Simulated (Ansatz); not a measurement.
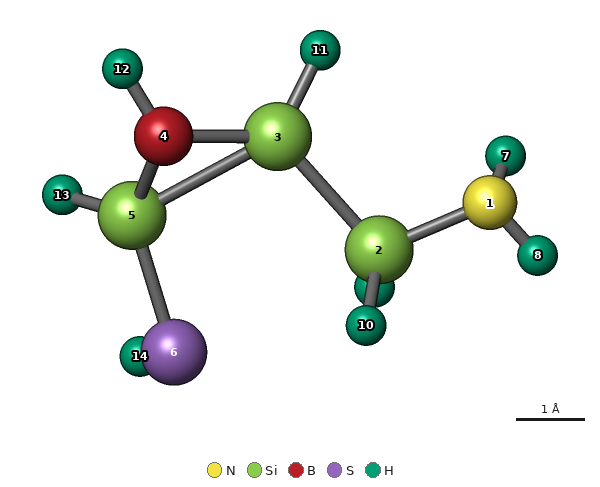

Figure 1. The structure as given in the input (ball-and-stick view, seen at a tilt; atoms are numbered from 1 in the order of the input).

Run report: BSi$_{3}$NH$_{8}$S, molecular dynamics (part 1 of 4)

BSi$_{3}$NH$_{8}$S, SMILES N[SiH2][SiH]1B[SiH]1S, computed with RKS PBE-D4/STO-3G (Ansatz 0.2.0).

It belongs to a series of runs on one base structure; here: dynamics from the start. Figures and captions count atoms from 1; the log counts them from 0 in places.

## Input
```yaml
crystal:
  periodic: [false, false, false]
  atoms:
    - { symbol: "N", position_ang: [1.500547, -2.521713, -0.671129] }
    - { symbol: Si, position_ang: [0.871287, -1.109887, 0.284953] }
    - { symbol: Si, position_ang: [-0.27078, 0.186345, -1.169793] }
    - { symbol: B, position_ang: [-0.313019, 2.024941, -1.38672] }
    - { symbol: Si, position_ang: [-1.029023, 2.046864, 0.33069] }
    - { symbol: S, position_ang: [-0.063576, 1.597512, 2.170443] }
    - { symbol: H, position_ang: [0.64734, -3.114084, -0.918083] }
    - { symbol: H, position_ang: [1.985894, -3.155327, 0.038466] }
    - { symbol: H, position_ang: [0.03086, -1.512517, 1.421353] }
    - { symbol: H, position_ang: [2.047693, -0.454668, 0.839255] }
    - { symbol: H, position_ang: [-0.924616, -0.676372, -2.15881] }
    - { symbol: H, position_ang: [-0.893835, 2.528982, -2.274191] }
    - { symbol: H, position_ang: [-2.366095, 2.563422, 0.642489] }
    - { symbol: H, position_ang: [-1.235377, 1.567403, 2.879979] }
basis:
  gaussian: { orbitals: STO-3G }
hamiltonian:
  xc: pbe
  dispersion: d4
md:
  timestep: 0.25
  n_steps: 437
  ensemble: nve_milne
  temperature: 500.0
  initial_velocities: maxwell_boltzmann
  seed: 535713
```

Hardware: 1 thread of an x86-64 CPU, shared host.

Launch command:
```bash
ansatz run input.yaml --threads 1 --pin off --max-ram 2048MiB --backend cpu --events-out ev --progress --plain --runs-dir out
```

## What the program printed
```
Engine: ansatz 0.2.0, x86_64-unknown-linux-gnu
Functional definition: PBE
  parameter kappa = 0.804
  parameter beta = 0.06672455060314922
  exchange = pbe_x(kappa = kappa, mu = beta*pi^2/3)
  correlation = pbe_c(beta = beta)
711 factors; integrals over basis functions are off by at most 1.4e-5 eV
mean field evaluation 1: about -36312.7047 eV, gradient 4.4e1 eV
mean field evaluation 2: about -36291.9276 eV, gradient 8.7e1 eV
mean field evaluation 4: about -36319.3080 eV, gradient 1.2e1 eV
mean field evaluation 8: about -36319.7445 eV, gradient 3.1e-1 eV
mean field evaluation 16: about -36319.7450 eV, gradient 3.0e-5 eV
mean field -36319.74495817 eV, -1334.7260088054 hartree, gradient 3.0e-5 eV, S^2 0.000000; 0 other end points of the search recorded, 0 dependent functions left out
the calculation of the forces begins
reference -36319.74498600 eV, -1334.7260098280 hartree; 39, 39 occupied and 15, 15 virtual orbitals, 711 factors
md step     0: t =     0.00 fs  T =   500.0 K  F+E_penalty+E_count = -36320.19985382 eV  E_kin = 0.775560 eV  conserved = -36319.42429383 eV  (25 SCF iters)
these checks for a lower state are left out or cut short: starts, cluster_reference, orbital_swaps, neighbouring_geometries, increment
711 factors; integrals over basis functions are off by at most 1.4e-5 eV
mean field -36319.74183955 eV, -1334.7258941982 hartree, gradient 1.2e-5 eV, S^2 0.000000; 0 other end points of the search recorded, 0 dependent functions left out
the calculation of the forces begins
reference -36319.74186739 eV, -1334.7258952212 hartree; 39, 39 occupied and 15, 15 virtual orbitals, 711 factors
md step     1: t =     0.25 fs  T =   498.0 K  F+E_penalty+E_count = -36320.19680650 eV  E_kin = 0.772521 eV  conserved = -36319.42428509 eV  (22 SCF iters)
[... from here on the SCF iterations and repeated set-up lines of each step are left out, up to the last step ...]
md step     2: t =     0.50 fs  T =   492.3 K  F+E_penalty+E_count = -36320.18789135 eV  E_kin = 0.763599 eV  conserved = -36319.42429226 eV  (22 SCF iters)
md step     3: t =     0.75 fs  T =   483.1 K  F+E_penalty+E_count = -36320.17360541 eV  E_kin = 0.749307 eV  conserved = -36319.42429823 eV  (22 SCF iters)
md step     4: t =     1.00 fs  T =   470.9 K  F+E_penalty+E_count = -36320.15476349 eV  E_kin = 0.730470 eV  conserved = -36319.42429335 eV  (22 SCF iters)
md step     5: t =     1.25 fs  T =   456.5 K  F+E_penalty+E_count = -36320.13244274 eV  E_kin = 0.708151 eV  conserved = -36319.42429141 eV  (22 SCF iters)
md step     6: t =     1.50 fs  T =   440.7 K  F+E_penalty+E_count = -36320.10790293 eV  E_kin = 0.683606 eV  conserved = -36319.42429676 eV  (22 SCF iters)
md step     7: t =     1.75 fs  T =   424.3 K  F+E_penalty+E_count = -36320.08247531 eV  E_kin = 0.658182 eV  conserved = -36319.42429346 eV  (22 SCF iters)
md step     8: t =     2.00 fs  T =   408.2 K  F+E_penalty+E_count = -36320.05745912 eV  E_kin = 0.633166 eV  conserved = -36319.42429298 eV  (22 SCF iters)
md step     9: t =     2.25 fs  T =   393.1 K  F+E_penalty+E_count = -36320.03401247 eV  E_kin = 0.609716 eV  conserved = -36319.42429599 eV  (22 SCF iters)
md step    10: t =     2.50 fs  T =   379.6 K  F+E_penalty+E_count = -36320.01305812 eV  E_kin = 0.588764 eV  conserved = -36319.42429457 eV  (22 SCF iters)
md step    11: t =     2.75 fs  T =   368.1 K  F+E_penalty+E_count = -36319.99522344 eV  E_kin = 0.570929 eV  conserved = -36319.42429424 eV  (22 SCF iters)
md step    12: t =     3.00 fs  T =   358.8 K  F+E_penalty+E_count = -36319.98081064 eV  E_kin = 0.556517 eV  conserved = -36319.42429411 eV  (22 SCF iters)
md step    13: t =     3.25 fs  T =   351.7 K  F+E_penalty+E_count = -36319.96979796 eV  E_kin = 0.545504 eV  conserved = -36319.42429443 eV  (22 SCF iters)
md step    14: t =     3.50 fs  T =   346.6 K  F+E_penalty+E_count = -36319.96187939 eV  E_kin = 0.537585 eV  conserved = -36319.42429454 eV  (22 SCF iters)
md step    15: t =     3.75 fs  T =   343.1 K  F+E_penalty+E_count = -36319.95652272 eV  E_kin = 0.532231 eV  conserved = -36319.42429221 eV  (22 SCF iters)
md step    16: t =     4.00 fs  T =   340.9 K  F+E_penalty+E_count = -36319.95303975 eV  E_kin = 0.528745 eV  conserved = -36319.42429458 eV  (22 SCF iters)
md step    17: t =     4.25 fs  T =   339.3 K  F+E_penalty+E_count = -36319.95066558 eV  E_kin = 0.526370 eV  conserved = -36319.42429517 eV  (22 SCF iters)
md step    18: t =     4.50 fs  T =   338.0 K  F+E_penalty+E_count = -36319.94862854 eV  E_kin = 0.524337 eV  conserved = -36319.42429151 eV  (22 SCF iters)
md step    19: t =     4.75 fs  T =   336.5 K  F+E_penalty+E_count = -36319.94620849 eV  E_kin = 0.521913 eV  conserved = -36319.42429507 eV  (22 SCF iters)
md step    20: t =     5.00 fs  T =   334.3 K  F+E_penalty+E_count = -36319.94278808 eV  E_kin = 0.518492 eV  conserved = -36319.42429611 eV  (22 SCF iters)
md step    21: t =     5.25 fs  T =   331.1 K  F+E_penalty+E_count = -36319.93788026 eV  E_kin = 0.513589 eV  conserved = -36319.42429156 eV  (22 SCF iters)
md step    22: t =     5.50 fs  T =   326.8 K  F+E_penalty+E_count = -36319.93114702 eV  E_kin = 0.506851 eV  conserved = -36319.42429575 eV  (27 SCF iters)
md step    23: t =     5.75 fs  T =   321.1 K  F+E_penalty+E_count = -36319.92240498 eV  E_kin = 0.498109 eV  conserved = -36319.42429549 eV  (22 SCF iters)
md step    24: t =     6.00 fs  T =   314.2 K  F+E_penalty+E_count = -36319.91162213 eV  E_kin = 0.487332 eV  conserved = -36319.42429059 eV  (22 SCF iters)
md step    25: t =     6.25 fs  T =   306.0 K  F+E_penalty+E_count = -36319.89890078 eV  E_kin = 0.474606 eV  conserved = -36319.42429473 eV  (22 SCF iters)
md step    26: t =     6.50 fs  T =   296.7 K  F+E_penalty+E_count = -36319.88446144 eV  E_kin = 0.460166 eV  conserved = -36319.42429534 eV  (22 SCF iters)
md step    27: t =     6.75 fs  T =   286.5 K  F+E_penalty+E_count = -36319.86862033 eV  E_kin = 0.444329 eV  conserved = -36319.42429139 eV  (22 SCF iters)
md step    28: t =     7.00 fs  T =   275.6 K  F+E_penalty+E_count = -36319.85176610 eV  E_kin = 0.427471 eV  conserved = -36319.42429493 eV  (22 SCF iters)
md step    29: t =     7.25 fs  T =   264.3 K  F+E_penalty+E_count = -36319.83433093 eV  E_kin = 0.410036 eV  conserved = -36319.42429535 eV  (22 SCF iters)
md step    30: t =     7.50 fs  T =   253.0 K  F+E_penalty+E_count = -36319.81676798 eV  E_kin = 0.392475 eV  conserved = -36319.42429255 eV  (22 SCF iters)
md step    31: t =     7.75 fs  T =   241.9 K  F+E_penalty+E_count = -36319.79952842 eV  E_kin = 0.375235 eV  conserved = -36319.42429391 eV  (22 SCF iters)
md step    32: t =     8.00 fs  T =   231.3 K  F+E_penalty+E_count = -36319.78303871 eV  E_kin = 0.358744 eV  conserved = -36319.42429431 eV  (22 SCF iters)
md step    33: t =     8.25 fs  T =   221.4 K  F+E_penalty+E_count = -36319.76768361 eV  E_kin = 0.343390 eV  conserved = -36319.42429339 eV  (22 SCF iters)
md step    34: t =     8.50 fs  T =   212.4 K  F+E_penalty+E_count = -36319.75379915 eV  E_kin = 0.329505 eV  conserved = -36319.42429367 eV  (22 SCF iters)
md step    35: t =     8.75 fs  T =   204.6 K  F+E_penalty+E_count = -36319.74166463 eV  E_kin = 0.317371 eV  conserved = -36319.42429389 eV  (22 SCF iters)
md step    36: t =     9.00 fs  T =   198.1 K  F+E_penalty+E_count = -36319.73150613 eV  E_kin = 0.307211 eV  conserved = -36319.42429466 eV  (22 SCF iters)
md step    37: t =     9.25 fs  T =   192.9 K  F+E_penalty+E_count = -36319.72350612 eV  E_kin = 0.299213 eV  conserved = -36319.42429360 eV  (22 SCF iters)
md step    38: t =     9.50 fs  T =   189.2 K  F+E_penalty+E_count = -36319.71781202 eV  E_kin = 0.293518 eV  conserved = -36319.42429364 eV  (22 SCF iters)
md step    39: t =     9.75 fs  T =   187.1 K  F+E_penalty+E_count = -36319.71454899 eV  E_kin = 0.290253 eV  conserved = -36319.42429560 eV  (22 SCF iters)
md step    40: t =    10.00 fs  T =   186.7 K  F+E_penalty+E_count = -36319.71382832 eV  E_kin = 0.289535 eV  conserved = -36319.42429335 eV  (22 SCF iters)
md step    41: t =    10.25 fs  T =   187.9 K  F+E_penalty+E_count = -36319.71574593 eV  E_kin = 0.291453 eV  conserved = -36319.42429326 eV  (22 SCF iters)
md step    42: t =    10.50 fs  T =   190.9 K  F+E_penalty+E_count = -36319.72037092 eV  E_kin = 0.296075 eV  conserved = -36319.42429564 eV  (22 SCF iters)
md step    43: t =    10.75 fs  T =   195.6 K  F+E_penalty+E_count = -36319.72772465 eV  E_kin = 0.303432 eV  conserved = -36319.42429305 eV  (22 SCF iters)
md step    44: t =    11.00 fs  T =   202.1 K  F+E_penalty+E_count = -36319.73774666 eV  E_kin = 0.313454 eV  conserved = -36319.42429285 eV  (22 SCF iters)
md step    45: t =    11.25 fs  T =   210.1 K  F+E_penalty+E_count = -36319.75026017 eV  E_kin = 0.325965 eV  conserved = -36319.42429539 eV  (22 SCF iters)
md step    46: t =    11.50 fs  T =   219.6 K  F+E_penalty+E_count = -36319.76494087 eV  E_kin = 0.340648 eV  conserved = -36319.42429301 eV  (22 SCF iters)
md step    47: t =    11.75 fs  T =   230.2 K  F+E_penalty+E_count = -36319.78129995 eV  E_kin = 0.357007 eV  conserved = -36319.42429276 eV  (27 SCF iters)
md step    48: t =    12.00 fs  T =   241.4 K  F+E_penalty+E_count = -36319.79868433 eV  E_kin = 0.374393 eV  conserved = -36319.42429143 eV  (22 SCF iters)
md step    49: t =    12.25 fs  T =   252.7 K  F+E_penalty+E_count = -36319.81631918 eV  E_kin = 0.392030 eV  conserved = -36319.42428964 eV  (22 SCF iters)
md step    50: t =    12.50 fs  T =   263.7 K  F+E_penalty+E_count = -36319.83334261 eV  E_kin = 0.409053 eV  conserved = -36319.42428961 eV  (22 SCF iters)
md step    51: t =    12.75 fs  T =   273.7 K  F+E_penalty+E_count = -36319.84888814 eV  E_kin = 0.424597 eV  conserved = -36319.42429100 eV  (22 SCF iters)
md step    52: t =    13.00 fs  T =   282.3 K  F+E_penalty+E_count = -36319.86216253 eV  E_kin = 0.437872 eV  conserved = -36319.42429006 eV  (22 SCF iters)
md step    53: t =    13.25 fs  T =   289.0 K  F+E_penalty+E_count = -36319.87252251 eV  E_kin = 0.448233 eV  conserved = -36319.42428961 eV  (22 SCF iters)
md step    54: t =    13.50 fs  T =   293.5 K  F+E_penalty+E_count = -36319.87953630 eV  E_kin = 0.455246 eV  conserved = -36319.42429016 eV  (22 SCF iters)
md step    55: t =    13.75 fs  T =   295.7 K  F+E_penalty+E_count = -36319.88302514 eV  E_kin = 0.458735 eV  conserved = -36319.42429001 eV  (22 SCF iters)
md step    56: t =    14.00 fs  T =   295.8 K  F+E_penalty+E_count = -36319.88307885 eV  E_kin = 0.458789 eV  conserved = -36319.42428968 eV  (22 SCF iters)
md step    57: t =    14.25 fs  T =   293.8 K  F+E_penalty+E_count = -36319.88004567 eV  E_kin = 0.455756 eV  conserved = -36319.42429003 eV  (22 SCF iters)
md step    58: t =    14.50 fs  T =   290.2 K  F+E_penalty+E_count = -36319.87449858 eV  E_kin = 0.450208 eV  conserved = -36319.42429040 eV  (22 SCF iters)
md step    59: t =    14.75 fs  T =   285.5 K  F+E_penalty+E_count = -36319.86718414 eV  E_kin = 0.442894 eV  conserved = -36319.42429003 eV  (22 SCF iters)
md step    60: t =    15.00 fs  T =   280.2 K  F+E_penalty+E_count = -36319.85895862 eV  E_kin = 0.434669 eV  conserved = -36319.42429007 eV  (22 SCF iters)
md step    61: t =    15.25 fs  T =   274.9 K  F+E_penalty+E_count = -36319.85071643 eV  E_kin = 0.426426 eV  conserved = -36319.42429062 eV  (22 SCF iters)
md step    62: t =    15.50 fs  T =   270.1 K  F+E_penalty+E_count = -36319.84331912 eV  E_kin = 0.419029 eV  conserved = -36319.42429050 eV  (22 SCF iters)
md step    63: t =    15.75 fs  T =   266.4 K  F+E_penalty+E_count = -36319.83752768 eV  E_kin = 0.413238 eV  conserved = -36319.42428956 eV  (22 SCF iters)
md step    64: t =    16.00 fs  T =   264.1 K  F+E_penalty+E_count = -36319.83394760 eV  E_kin = 0.409658 eV  conserved = -36319.42428986 eV  (22 SCF iters)
md step    65: t =    16.25 fs  T =   263.5 K  F+E_penalty+E_count = -36319.83298329 eV  E_kin = 0.408690 eV  conserved = -36319.42429358 eV  (22 SCF iters)
md step    66: t =    16.50 fs  T =   264.7 K  F+E_penalty+E_count = -36319.83479726 eV  E_kin = 0.410504 eV  conserved = -36319.42429333 eV  (22 SCF iters)
md step    67: t =    16.75 fs  T =   267.6 K  F+E_penalty+E_count = -36319.83932165 eV  E_kin = 0.415028 eV  conserved = -36319.42429356 eV  (22 SCF iters)
md step    68: t =    17.00 fs  T =   272.0 K  F+E_penalty+E_count = -36319.84625143 eV  E_kin = 0.421958 eV  conserved = -36319.42429363 eV  (21 SCF iters)
md step    69: t =    17.25 fs  T =   277.7 K  F+E_penalty+E_count = -36319.85507559 eV  E_kin = 0.430782 eV  conserved = -36319.42429362 eV  (22 SCF iters)
md step    70: t =    17.50 fs  T =   284.2 K  F+E_penalty+E_count = -36319.86511838 eV  E_kin = 0.440825 eV  conserved = -36319.42429364 eV  (22 SCF iters)
md step    71: t =    17.75 fs  T =   291.0 K  F+E_penalty+E_count = -36319.87559751 eV  E_kin = 0.451303 eV  conserved = -36319.42429423 eV  (22 SCF iters)
md step    72: t =    18.00 fs  T =   297.5 K  F+E_penalty+E_count = -36319.88568451 eV  E_kin = 0.461391 eV  conserved = -36319.42429343 eV  (27 SCF iters)
md step    73: t =    18.25 fs  T =   303.2 K  F+E_penalty+E_count = -36319.89457517 eV  E_kin = 0.470281 eV  conserved = -36319.42429382 eV  (22 SCF iters)
md step    74: t =    18.50 fs  T =   307.7 K  F+E_penalty+E_count = -36319.90154878 eV  E_kin = 0.477254 eV  conserved = -36319.42429452 eV  (22 SCF iters)
md step    75: t =    18.75 fs  T =   310.6 K  F+E_penalty+E_count = -36319.90602502 eV  E_kin = 0.481731 eV  conserved = -36319.42429397 eV  (22 SCF iters)
md step    76: t =    19.00 fs  T =   311.6 K  F+E_penalty+E_count = -36319.90760688 eV  E_kin = 0.483313 eV  conserved = -36319.42429409 eV  (22 SCF iters)
md step    77: t =    19.25 fs  T =   310.6 K  F+E_penalty+E_count = -36319.90610457 eV  E_kin = 0.481810 eV  conserved = -36319.42429446 eV  (22 SCF iters)
md step    78: t =    19.50 fs  T =   307.7 K  F+E_penalty+E_count = -36319.90154157 eV  E_kin = 0.477248 eV  conserved = -36319.42429367 eV  (22 SCF iters)
md step    79: t =    19.75 fs  T =   302.9 K  F+E_penalty+E_count = -36319.89414058 eV  E_kin = 0.469846 eV  conserved = -36319.42429449 eV  (22 SCF iters)
md step    80: t =    20.00 fs  T =   296.6 K  F+E_penalty+E_count = -36319.88429041 eV  E_kin = 0.459995 eV  conserved = -36319.42429492 eV  (22 SCF iters)
md step    81: t =    20.25 fs  T =   289.0 K  F+E_penalty+E_count = -36319.87250098 eV  E_kin = 0.448207 eV  conserved = -36319.42429395 eV  (22 SCF iters)
md step    82: t =    20.50 fs  T =   280.5 K  F+E_penalty+E_count = -36319.85934634 eV  E_kin = 0.435051 eV  conserved = -36319.42429507 eV  (22 SCF iters)
md step    83: t =    20.75 fs  T =   271.5 K  F+E_penalty+E_count = -36319.84541003 eV  E_kin = 0.421115 eV  conserved = -36319.42429504 eV  (22 SCF iters)
md step    84: t =    21.00 fs  T =   262.4 K  F+E_penalty+E_count = -36319.83123660 eV  E_kin = 0.406944 eV  conserved = -36319.42429300 eV  (22 SCF iters)
md step    85: t =    21.25 fs  T =   253.4 K  F+E_penalty+E_count = -36319.81729578 eV  E_kin = 0.393001 eV  conserved = -36319.42429441 eV  (22 SCF iters)
md step    86: t =    21.50 fs  T =   244.8 K  F+E_penalty+E_count = -36319.80396440 eV  E_kin = 0.379670 eV  conserved = -36319.42429458 eV  (22 SCF iters)
md step    87: t =    21.75 fs  T =   236.8 K  F+E_penalty+E_count = -36319.79152779 eV  E_kin = 0.367235 eV  conserved = -36319.42429318 eV  (22 SCF iters)
md step    88: t =    22.00 fs  T =   229.4 K  F+E_penalty+E_count = -36319.78019331 eV  E_kin = 0.355899 eV  conserved = -36319.42429459 eV  (22 SCF iters)
md step    89: t =    22.25 fs  T =   223.0 K  F+E_penalty+E_count = -36319.77011890 eV  E_kin = 0.345825 eV  conserved = -36319.42429440 eV  (22 SCF iters)
md step    90: t =    22.50 fs  T =   217.4 K  F+E_penalty+E_count = -36319.76143487 eV  E_kin = 0.337143 eV  conserved = -36319.42429225 eV  (22 SCF iters)
md step    91: t =    22.75 fs  T =   212.7 K  F+E_penalty+E_count = -36319.75426917 eV  E_kin = 0.329975 eV  conserved = -36319.42429399 eV  (22 SCF iters)
md step    92: t =    23.00 fs  T =   209.2 K  F+E_penalty+E_count = -36319.74875532 eV  E_kin = 0.324462 eV  conserved = -36319.42429343 eV  (22 SCF iters)
```
